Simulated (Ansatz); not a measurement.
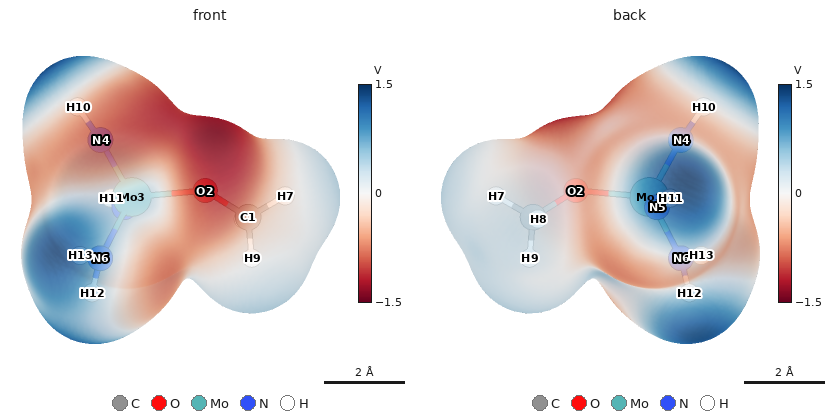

*CH7MoN3O (SMILES C[O][Mo](=[NH])(=[NH])[NH2]). The electrostatic potential painted on the density surface at 0.001 e/bohr³, seen from the front and from behind; the colour scale runs from red (negative) to blue (positive).*

Geometry: PBE0-D4/def2-TZVP; core potentials replace the inner electrons of Mo.

Computed with Ansatz, RKS PBE0-D4/def2-TZVPP.

```yaml
atoms:
  - { symbol: C, position_ang: [-0.1183, -1.9144, 1.2217] }
  - { symbol: O, position_ang: [0.7364, -1.0268, 0.5520] }
  - { symbol: Mo, position_ang: [0.2640, 0.4551, -0.5116] }
  - { symbol: N, position_ang: [1.6072, 0.8106, -1.5444] }
  - { symbol: N, position_ang: [-1.1981, 0.0875, -1.3646] }
  - { symbol: N, position_ang: [-0.0976, 2.0295, 0.5651] }
  - { symbol: H, position_ang: [0.4432, -2.8180, 1.4784] }
  - { symbol: H, position_ang: [-0.9739, -2.1953, 0.5970] }
  - { symbol: H, position_ang: [-0.4966, -1.4689, 2.1493] }
  - { symbol: H, position_ang: [2.0644, 0.9542, -2.4333] }
  - { symbol: H, position_ang: [-1.7642, -0.0543, -2.1896] }
  - { symbol: H, position_ang: [-1.0306, 2.3520, 0.7683] }
  - { symbol: H, position_ang: [0.5846, 2.7539, 0.7265] }
```

Q: Which sites attract a positive test charge, and which a negative one?

A: A positive charge is drawn to the negative regions and a negative charge to the positive ones. The most negative region (about −1.4 V) lies over O2 and Mo3, the most positive (about +1.4 V) over H10, H11 and H12.
